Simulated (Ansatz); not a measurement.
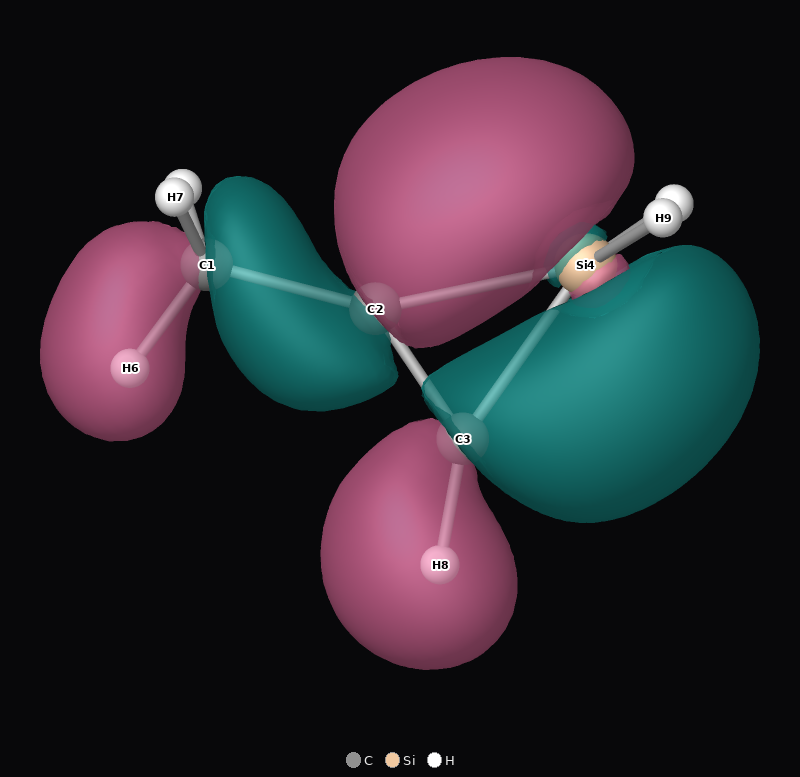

Figure 1: C3H6Si (SMILES CC1=C[SiH2]1). The HOMO at ±0.08 Å⁻³ᐟ² (teal and pink are the two phases), seen across its widest extent.

Level of theory: Ansatz 0.2.0, RKS B3LYP/def2-SVP.

Input file:

```
crystal:
  periodic: [false, false, false]
  atoms:
    - { symbol: C, position_ang: [-0.82674, 0.85646, -1.05464] }
    - { symbol: C, position_ang: [-0.09986, 0.00126, -0.08709] }
    - { symbol: C, position_ang: [-0.15494, -1.25958, 0.36407] }
    - { symbol: Si, position_ang: [1.22315, -0.32237, 1.18683] }
    - { symbol: H, position_ang: [-0.77037, 0.4205, -2.05271] }
    - { symbol: H, position_ang: [-1.87973, 0.92052, -0.77791] }
    - { symbol: H, position_ang: [-0.41267, 1.86263, -1.08901] }
    - { symbol: H, position_ang: [-0.76421, -2.12712, 0.18057] }
    - { symbol: H, position_ang: [1.07829, 0.17434, 2.54798] }
    - { symbol: H, position_ang: [2.60708, -0.52664, 0.7819] }
basis:
  gaussian: { orbitals: def2-SVP }
hamiltonian:
  xc: b3lyp
relax:
  f_tol: 0.015
  max_steps: 40
output:
  orbitals: {}
```

Launched as:

```sh
ansatz run input.yaml --threads 1 --pin off --max-ram 2048MiB --backend cpu --events-out ev --progress --plain --runs-dir out
```

The fields are those of the relaxed geometry.

What is the character of this orbital?

Answer. Its weight (Hirshfeld) is mainly on Si4 (about 35 %), C2 (about 25 %), C3 (about 20 %), C1 (about 5 %) and H8 (about 5 %). Its energy is −6.95 eV.
